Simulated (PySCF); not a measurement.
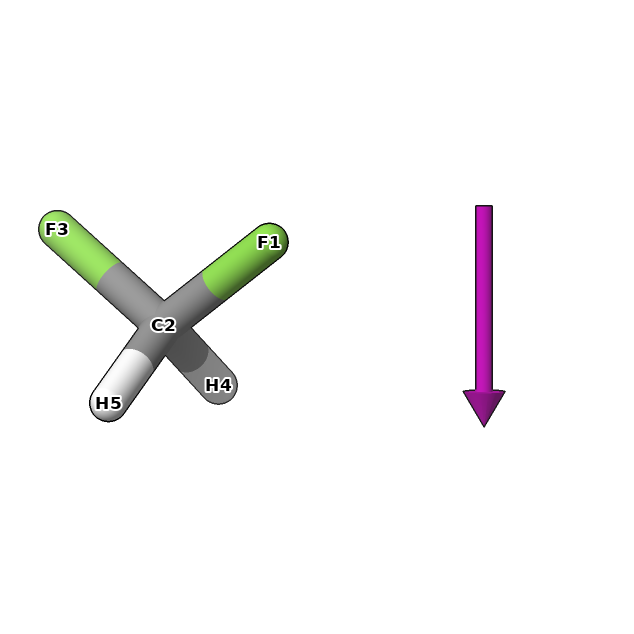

The arrow beside the molecule shows the direction of the dipole moment, from the negative to the positive end (its length means nothing). Computed geometry: GFN2-xTB optimisation. No frequency run is at hand to confirm it as a minimum. Level of theory: PBE0/pcSseg-1, gas phase (PySCF 2.14.0).

**Estimate the dipole moment.**

1.95 D; it points from the side of F1, F3 to the side of H4, H5 (the outermost atoms at the two ends).
